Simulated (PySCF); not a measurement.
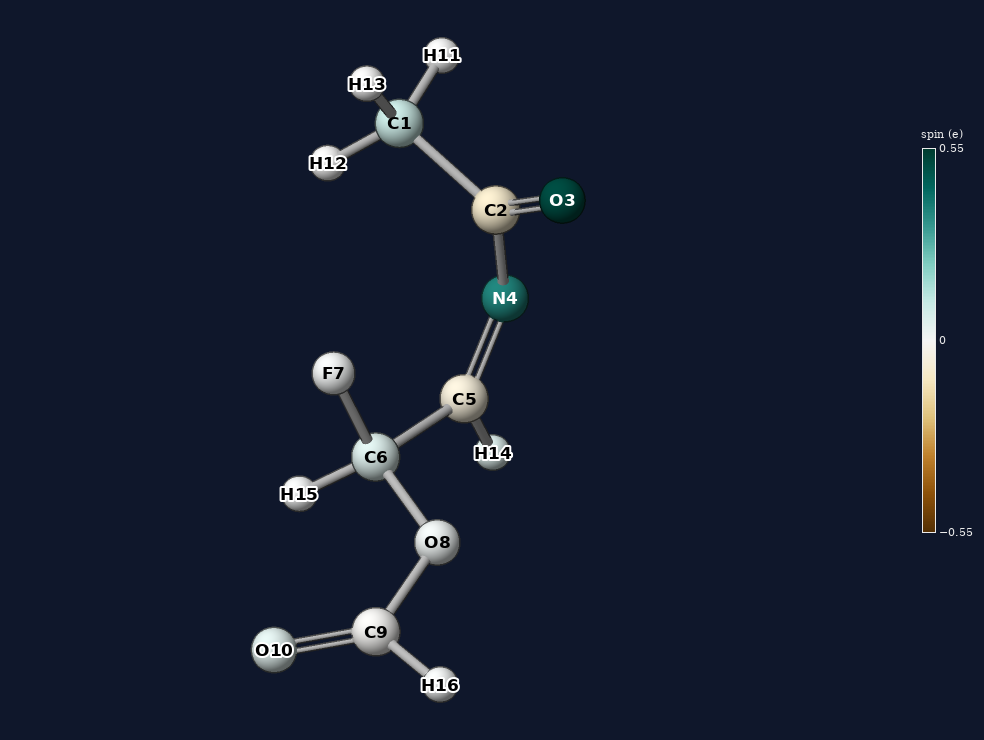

Atoms are coloured by their Mulliken spin populations. The species has charge +1 and is a spin doublet. The computed structure is the end point of a GFN2-xTB optimisation. No frequency run is at hand to confirm it as a minimum. Method: UKS B3LYP, pcH-1 on C F H N O, non-relativistic (PySCF 2.14.0).

Which atom carries the largest spin population?

Answer. O3 (0.50 e).

Which atom has the lowest spin population?

Answer. C2 (−0.09 e); a negative value comes from spin polarisation.

Give the Mulliken spin populations atom by atom.

```csv
atom,value (e)
C1,0.10
C2,−0.09
O3,0.50
N4,0.37
C5,−0.06
C6,0.05
F7,0.01
O8,0.01
C9,−0.01
O10,0.04
H11,0.00
H12,0.00
H13,0.00
H14,0.05
H15,0.00
H16,0.01
```

Mulliken values depend strongly on the basis set.
